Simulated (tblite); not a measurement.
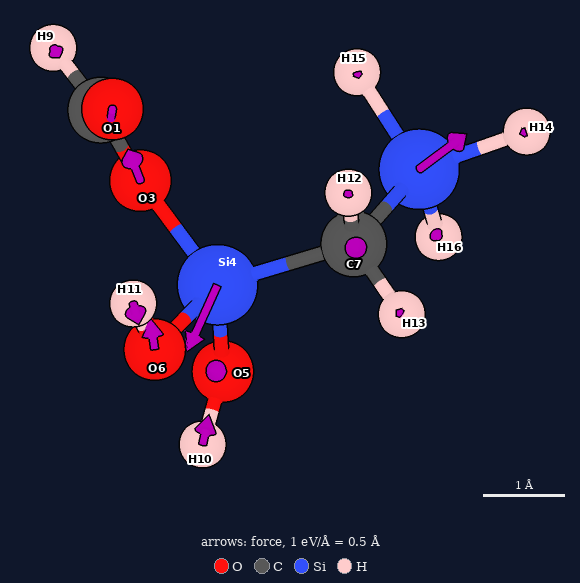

Starting geometry of C2H8O4Si2 with the computed forces as purple arrows. The picture is a ball-and-stick view, seen at a tilt.

Method: GFN2-xTB geometry optimisation, gas phase (tblite 0.8.0). 

Question: What follows when this structure is relaxed?

Answer: It isn't relaxed: the largest force vector, on a Si atom, is 1.99 eV/Å. The final displacements have little in common with the starting forces (cosine between the two patterns 0.26). After 75 geometry steps the energy has fallen by 28.7 kJ/mol. The largest move after the best rigid fit is that of an H atom, 0.64 Å. Largest moves by element: H 0.64 Å, O 0.24 Å, Si 0.21 Å, C 0.12 Å. Among the contacts that change: C–Si 1.839 → 1.904 Å, O–Si 1.648 → 1.610 Å, C–O 1.337 → 1.301 Å, O–Si 1.672 → 1.704 Å. Among the angles between lasting bonds that change: O–Si–C 109.5° → 117.7°, Si–O–H 113.3° → 121.0°, Si–C–Si 108.1° → 113.7°. Groups turn about O–Si by about 60°. The run took 0.97 s on 1 thread of Arm Neoverse N1, on a shared host.
